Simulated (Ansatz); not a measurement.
Molecular dynamics of GaH$_{3}$O (part 3 of 3)

GaH$_{3}$O; RKS PBE/def2-TZVP (Ansatz 0.2.0). It belongs to a series of runs on one base structure; here: dynamics from the highest image of the converged band.

Geometry of the input (Å):
```
Ga 0.2211  0.1119  -0.4638
O  0.8931  0.1818  1.4619
H  0.6514  -0.5096  2.1119
H  1.6611  -0.1593  0.3019
H  -1.3815  0.0937  -0.5835
```

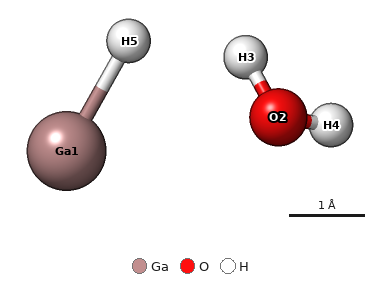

The geometry at step 114 of the log (ball-and-stick view, seen on its broad side; atoms are numbered from 1 in the order of the input).

**Trajectory as extended XYZ, continued**
```
5
Properties=species:S:1:pos:R:3:forces:R:3 step=22 time_fs=11.0 energy=-54462.73275 temperature=410.6
Ga    0.2142    0.1149   -0.4804   -0.3979  -0.1316  -0.6352
O     0.9313    0.1838    1.5264    0.1709  -0.8003  -0.2072
H     0.6479   -0.5171    2.1763    0.2490   0.4254  -0.4920
H     1.5784   -0.2579    0.4667   -0.2297   0.3757   1.0961
H    -1.4196   -0.0333   -0.6875    0.2077   0.1309   0.2383
5
Properties=species:S:1:pos:R:3:forces:R:3 step=27 time_fs=13.5 energy=-54462.96500 temperature=1010.3
Ga    0.2126    0.1153   -0.4850   -0.7284  -0.0547  -1.3328
O     0.9414    0.1815    1.5372    0.6493  -0.6201  -0.5758
H     0.6534   -0.5128    2.1769    0.2201   0.0592  -0.2389
H     1.5573   -0.2411    0.6134   -0.4358   0.4863   1.8146
H    -1.4549   -0.0469   -0.6886    0.2949   0.1294   0.3329
5
Properties=species:S:1:pos:R:3:forces:R:3 step=32 time_fs=16.0 energy=-54463.30583 temperature=1870.0
Ga    0.2104    0.1157   -0.4907   -0.8415   0.0696  -2.0308
O     0.9536    0.1772    1.5463   -0.8784   1.1471   1.4736
H     0.6707   -0.5067    2.1657   -0.0729  -0.5488   0.4567
H     1.5183   -0.1999    0.8586    1.6498  -0.7614  -0.3071
H    -1.4739   -0.0530   -0.6699    0.1430   0.0935   0.4076
5
Properties=species:S:1:pos:R:3:forces:R:3 step=38 time_fs=19.0 energy=-54463.48469 temperature=2326.7
Ga    0.2068    0.1162   -0.4998   -0.3075   0.0214  -1.5341
O     0.9604    0.1789    1.5672   -1.5470   0.3744   1.8713
H     0.6852   -0.5317    2.1837   -0.2699   0.1678   0.3184
H     1.6519   -0.2375    1.0834    2.0465  -0.6296  -1.0719
H    -1.4850   -0.0529   -0.6156    0.0780   0.0660   0.4164
5
Properties=species:S:1:pos:R:3:forces:R:3 step=43 time_fs=21.5 energy=-54463.20817 temperature=1637.2
Ga    0.2036    0.1166   -0.5089    0.0623  -0.0315  -0.9665
O     0.9594    0.1827    1.5940    3.2895  -2.7933  -0.3619
H     0.6817   -0.5455    2.2190   -0.1618   0.6786  -0.1842
H     1.9010   -0.3201    1.1775   -3.2575   2.1108   1.1511
H    -1.4889   -0.0485   -0.5432    0.0674   0.0354   0.3615
5
Properties=species:S:1:pos:R:3:forces:R:3 step=49 time_fs=24.5 energy=-54463.39954 temperature=2128.5
Ga    0.1997    0.1172   -0.5209    0.1277   0.0123  -0.8024
O     0.9735    0.1746    1.6249    3.5835  -2.0722  -0.2642
H     0.6628   -0.5152    2.2523   -0.3215   0.2180   0.1217
H     1.9638   -0.2665    1.3686   -3.4132   1.8327   0.6065
H    -1.4887   -0.0404   -0.4278    0.0234   0.0092   0.3383
5
Properties=species:S:1:pos:R:3:forces:R:3 step=54 time_fs=27.0 energy=-54463.53511 temperature=2469.7
Ga    0.1966    0.1176   -0.5316    0.0956   0.0419  -0.7084
O     0.9975    0.1600    1.6500   -5.5317   1.5221   1.0170
H     0.6265   -0.4720    2.2856   -0.4627  -0.0097   0.2908
H     1.8323   -0.1147    1.5632    5.8338  -1.5540  -0.9294
H    -1.4864   -0.0330   -0.3093    0.0650  -0.0003   0.3300
5
Properties=species:S:1:pos:R:3:forces:R:3 step=59 time_fs=29.5 energy=-54463.83634 temperature=3227.4
Ga    0.1935    0.1181   -0.5430    0.0250   0.0441  -0.4323
O     1.0061    0.1486    1.6776   -0.5664  -0.0011   0.2277
H     0.5672   -0.4277    2.3333    0.1606   0.0942  -0.0180
H     1.9580   -0.0188    1.7252    0.1988  -0.1228  -0.0242
H    -1.4798   -0.0255   -0.1714    0.1820  -0.0144   0.2467
5
Properties=species:S:1:pos:R:3:forces:R:3 step=65 time_fs=32.5 energy=-54463.27894 temperature=1824.3
Ga    0.1899    0.1187   -0.5571   -0.1528   0.0211  -0.0446
O     1.0119    0.1363    1.7127    4.1906  -0.1345   0.5784
H     0.5097   -0.3677    2.3910    0.6320   0.1055  -0.0420
H     2.1506    0.0652    1.9025   -5.0148   0.0214  -0.5641
H    -1.4567   -0.0177    0.0124    0.3450  -0.0136   0.0723
5
Properties=species:S:1:pos:R:3:forces:R:3 step=70 time_fs=35.0 energy=-54463.81774 temperature=3189.4
Ga    0.1868    0.1192   -0.5689   -0.3093   0.0048   0.1818
O     1.0324    0.1255    1.7442    1.5050   0.0917   0.3183
H     0.4992   -0.3108    2.4363    0.3378   0.1073  -0.0412
H     2.0126    0.1375    2.0171   -1.9796  -0.1950  -0.3746
H    -1.4155   -0.0121    0.1709    0.4461  -0.0089  -0.0842
5
Properties=species:S:1:pos:R:3:forces:R:3 step=76 time_fs=38.0 energy=-54463.58666 temperature=2602.2
Ga    0.1826    0.1199   -0.5829   -0.4087  -0.0037   0.4044
O     1.0562    0.1120    1.7801   -5.0210  -0.7650  -2.4660
H     0.5041   -0.2363    2.4876   -0.7222  -0.1568   0.0329
H     1.8332    0.2260    2.1786    5.7080   0.9374   2.3104
H    -1.3313   -0.0061    0.3535    0.4438  -0.0119  -0.2816
5
Properties=species:S:1:pos:R:3:forces:R:3 step=81 time_fs=40.5 energy=-54463.48294 temperature=2343.8
Ga    0.1788    0.1204   -0.5942   -0.3582  -0.0037   0.5394
O     1.0607    0.0991    1.8037    3.4873   0.8430   2.7110
H     0.4720   -0.1808    2.5296   -0.3822  -0.0107  -0.3439
H     1.9602    0.3346    2.4074   -3.0798  -0.8048  -2.5394
H    -1.2322   -0.0019    0.4883    0.3329  -0.0238  -0.3671
5
Properties=species:S:1:pos:R:3:forces:R:3 step=86 time_fs=43.0 energy=-54463.32012 temperature=1927.9
Ga    0.1746    0.1209   -0.6050   -0.2618   0.0004   0.5984
O     1.0757    0.0888    1.8362    3.1074   1.0959   3.6610
H     0.4181   -0.1261    2.5498    0.2160   0.1600  -0.9420
H     1.9425    0.4026    2.5064   -3.2076  -1.2169  -2.9058
H    -1.1136    0.0009    0.6013    0.1461  -0.0394  -0.4116
5
Properties=species:S:1:pos:R:3:forces:R:3 step=92 time_fs=46.0 energy=-54463.49807 temperature=2369.5
Ga    0.1694    0.1216   -0.6173   -0.1423  -0.0018   0.5991
O     1.1067    0.0809    1.8906   -3.9932  -2.1114  -2.7841
H     0.3620   -0.0514    2.5058   -0.3577  -0.1251  -0.6326
H     1.7196    0.4087    2.4342    4.6934   2.2864   3.2983
H    -0.9619    0.0011    0.7038   -0.2002  -0.0481  -0.4807
5
Properties=species:S:1:pos:R:3:forces:R:3 step=97 time_fs=48.5 energy=-54463.72937 temperature=2950.1
Ga    0.1649    0.1221   -0.6270    0.0102   0.0069   0.4849
O     1.1222    0.0682    1.9296    0.2163  -0.2772  -0.4192
H     0.2972    0.0058    2.4270   -0.4429  -0.0189  -0.1143
H     1.7348    0.5205    2.5086    0.6727   0.3582   0.4427
H    -0.8470   -0.0019    0.7585   -0.4563  -0.0691  -0.3941
5
Properties=species:S:1:pos:R:3:forces:R:3 step=103 time_fs=51.5 energy=-54463.16055 temperature=1518.7
Ga    0.1595    0.1228   -0.6380    0.1713   0.0219   0.3030
O     1.1398    0.0513    1.9736    2.5210   2.3763   2.7163
H     0.1997    0.0760    2.3181    1.0465   0.2925  -0.2710
H     1.8258    0.6826    2.6498   -3.1120  -2.5916  -2.5634
H    -0.7454   -0.0113    0.7947   -0.6268  -0.0991  -0.1848
5
Properties=species:S:1:pos:R:3:forces:R:3 step=108 time_fs=54.0 energy=-54463.62898 temperature=2705.1
Ga    0.1551    0.1233   -0.6470    0.1965   0.0063   0.2527
O     1.1642    0.0461    2.0204    0.5217   1.1189   1.2369
H     0.1762    0.1507    2.2118    1.3578   0.0770  -0.2951
H     1.7180    0.6649    2.6150   -1.3522  -1.1525  -1.0160
H    -0.7012   -0.0251    0.8111   -0.7238  -0.0497  -0.1785
5
Properties=species:S:1:pos:R:3:forces:R:3 step=114 time_fs=57.0 energy=-54463.44685 temperature=2245.8
Ga    0.1501    0.1240   -0.6574    0.1451  -0.0292   0.2286
O     1.1924    0.0394    2.0772   -2.3114  -4.4735  -3.6136
H     0.2385    0.2434    2.0611   -0.3467  -0.2599  -0.2807
H     1.5582    0.6527    2.5794    3.1243   4.7134   3.9213
H    -0.7041   -0.0450    0.8157   -0.6114   0.0492  -0.2556
5
Properties=species:S:1:pos:R:3:forces:R:3 step=119 time_fs=59.5 energy=-54463.48896 temperature=2357.7
Ga    0.1461    0.1246   -0.6659    0.1093  -0.0459   0.1837
O     1.2086    0.0214    2.1144    1.6203   3.2337   2.2939
H     0.2843    0.3064    1.9178   -0.2196  -0.3106  -0.0641
H     1.5756    0.8519    2.7306   -1.1694  -2.9958  -2.2039
H    -0.7466   -0.0588    0.8036   -0.3406   0.1186  -0.2096
5
Properties=species:S:1:pos:R:3:forces:R:3 step=124 time_fs=62.0 energy=-54463.28247 temperature=1830.4
Ga    0.1421    0.1250   -0.6742    0.0628  -0.0692   0.1062
O     1.2294    0.0135    2.1582    0.0212   4.3134   1.7875
H     0.3229    0.3474    1.7741    1.1058  -0.9063   0.7281
H     1.5428    0.9071    2.7780   -1.1441  -3.5476  -2.4736
H    -0.8094   -0.0653    0.7791   -0.0458   0.2096  -0.1482
5
Properties=species:S:1:pos:R:3:forces:R:3 step=130 time_fs=65.0 energy=-54463.37751 temperature=2060.6
Ga    0.1375    0.1256   -0.6840   -0.0488  -0.0936  -0.0248
O     1.2537    0.0220    2.2173   -2.4493  -4.2020  -4.3103
H     0.4468    0.3266    1.6594    0.6675  -1.0095   1.0427
H     1.4329    0.7487    2.6790    1.6110   5.0818   3.4699
H    -0.8874   -0.0568    0.7373    0.2196   0.2233  -0.1774
5
Properties=species:S:1:pos:R:3:forces:R:3 step=135 time_fs=67.5 energy=-54463.58923 temperature=2589.3
Ga    0.1336    0.1259   -0.6923   -0.1189  -0.0707  -0.1215
O     1.2668    0.0189    2.2544    1.0358  -0.6530   0.3367
H     0.5882    0.2486    1.6233   -1.4139   0.0491  -0.4262
H     1.4078    0.8317    2.7424    0.2096   0.5363   0.3980
H    -0.9395   -0.0354    0.6910    0.2873   0.1383  -0.1871
5
Properties=species:S:1:pos:R:3:forces:R:3 step=141 time_fs=70.5 energy=-54463.04959 temperature=1230.8
Ga    0.1287    0.1263   -0.7023   -0.0356  -0.0164  -0.3234
O     1.2860    0.0106    2.2990    1.1337   3.5250   2.4338
H     0.6630    0.1567    1.5585   -0.5860   0.4017   0.5663
H     1.4024    0.9946    2.8619   -0.7457  -3.9689  -2.6685
H    -0.9801    0.0009    0.6223    0.2336   0.0585  -0.0081
5
Properties=species:S:1:pos:R:3:forces:R:3 step=146 time_fs=73.0 energy=-54463.44845 temperature=2236.3
Ga    0.1247    0.1265   -0.7110    0.1226   0.0128  -0.5298
O     1.3069    0.0166    2.3455   -0.6315   0.6675  -1.0334
H     0.6788    0.1059    1.5342    0.7115   0.1355   2.1457
H     1.3544    0.8980    2.8056   -0.3045  -0.8372  -0.8054
H    -0.9987    0.0354    0.5640    0.1020   0.0215   0.2229
5
Properties=species:S:1:pos:R:3:forces:R:3 step=151 time_fs=75.5 energy=-54463.16815 temperature=1538.6
Ga    0.1207    0.1268   -0.7201    0.2340   0.0158  -0.5968
O     1.3263    0.0213    2.3873    0.4745  -6.9612  -3.3046
H     0.7261    0.0623    1.6217   -0.3937  -0.2118   0.2884
H     1.2865    0.8118    2.7299   -0.2616   7.1465   3.2568
H    -1.0113    0.0713    0.5186   -0.0533   0.0107   0.3563
5
Properties=species:S:1:pos:R:3:forces:R:3 step=157 time_fs=78.5 energy=-54463.21722 temperature=1659.2
Ga    0.1162    0.1271   -0.7317    0.2663   0.0156  -0.5151
O     1.3522    0.0070    2.4289    0.9123   4.0646   2.7518
H     0.7303   -0.0044    1.7264   -1.7316  -0.2267  -1.3452
H     1.1993    1.0383    2.7951    0.6385  -3.8581  -1.2663
H    -1.0303    0.1153    0.4917   -0.0856   0.0046   0.3747
5
Properties=species:S:1:pos:R:3:forces:R:3 step=162 time_fs=81.0 energy=-54463.22985 temperature=1692.1
Ga    0.1127    0.1274   -0.7418    0.1912   0.0198  -0.3769
O     1.3767    0.0073    2.4717   -2.2327   3.7898  -0.4981
H     0.6420   -0.0736    1.7470    1.1340   0.0240   1.6626
H     1.1617    1.0438    2.7946    0.8516  -3.8153  -1.1023
H    -1.0510    0.1521    0.4937    0.0560  -0.0183   0.3146
5
Properties=species:S:1:pos:R:3:forces:R:3 step=168 time_fs=84.0 energy=-54463.22414 temperature=1682.4
Ga    0.1087    0.1278   -0.7544   -0.0191   0.0277  -0.0859
O     1.3967    0.0216    2.5202   -0.0632  -6.8012  -3.4811
H     0.6132   -0.1575    1.8835    1.2686  -0.2360   1.1760
H     1.1679    0.8313    2.7338   -1.4450   7.0542   2.2957
H    -1.0703    0.1948    0.5193    0.2586  -0.0448   0.0954
5
Properties=species:S:1:pos:R:3:forces:R:3 step=173 time_fs=86.5 energy=-54463.59428 temperature=2611.9
Ga    0.1054    0.1282   -0.7650   -0.1712   0.0418   0.1746
O     1.4114    0.0171    2.5500    1.2614   1.6343   1.0550
H     0.6564   -0.2448    2.0683   -1.9747  -1.1008  -1.1927
H     1.1219    0.9341    2.7794    0.5405  -0.5192   0.0866
H    -1.0705    0.2276    0.5477    0.3440  -0.0561  -0.1235
5
Properties=species:S:1:pos:R:3:forces:R:3 step=178 time_fs=89.0 energy=-54463.24366 temperature=1727.7
Ga    0.1019    0.1286   -0.7755   -0.2096   0.0572   0.3170
O     1.4299    0.0144    2.5814   -1.3215   4.0105   0.8286
H     0.6149   -0.3850    2.2068   -0.0229   0.3092   0.1951
H     1.0908    1.0608    2.8446    1.2095  -4.2938  -1.1246
H    -1.0506    0.2569    0.5694    0.3444  -0.0831  -0.2162
5
Properties=species:S:1:pos:R:3:forces:R:3 step=184 time_fs=92.0 energy=-54463.53124 temperature=2447.0
Ga    0.0976    0.1291   -0.7876   -0.1484   0.0540   0.3077
O     1.4455    0.0282    2.6227   -2.0349  -2.1859  -0.9248
H     0.5728   -0.5206    2.3832    2.3559   1.8926   0.7515
H     1.1380    0.9133    2.8455   -0.4117   0.3268   0.0483
H    -1.0003    0.2855    0.5790    0.2392  -0.0877  -0.1827
5
Properties=species:S:1:pos:R:3:forces:R:3 step=189 time_fs=94.5 energy=-54463.42376 temperature=2178.7
Ga    0.0938    0.1296   -0.7975   -0.0313   0.0279   0.1803
O     1.4521    0.0306    2.6534    2.3075  -5.4686  -1.4468
H     0.6684   -0.5276    2.5743   -0.2312  -0.1522  -0.0535
H     1.1436    0.8296    2.8536   -2.1285   5.6372   1.3854
H    -0.9424    0.3038    0.5752    0.0835  -0.0443  -0.0655
5
Properties=species:S:1:pos:R:3:forces:R:3 step=195 time_fs=97.5 energy=-54463.30845 temperature=1892.2
Ga    0.0892    0.1302   -0.8092    0.1530  -0.0183  -0.0362
O     1.4691    0.0178    2.6849   -0.0980   4.7439   0.6382
H     0.7393   -0.5654    2.8104   -1.4085  -0.8994   0.2080
H     1.0440    1.0088    2.9314    1.4922  -3.8434  -0.9630
H    -0.8677    0.3226    0.5668   -0.1387   0.0173   0.1529
5
Properties=species:S:1:pos:R:3:forces:R:3 step=200 time_fs=100.0 energy=-54463.31856 temperature=1918.1
Ga    0.0855    0.1307   -0.8189    0.2413  -0.0486  -0.1753
O     1.4836    0.0227    2.7137   -3.4397   0.8518   1.5377
H     0.7161   -0.6477    3.0089    2.1846   2.0476  -0.9085
H     1.0383    0.9623    2.9468    1.2607  -2.9038  -0.7394
H    -0.8133    0.3391    0.5688   -0.2468   0.0529   0.2855
```
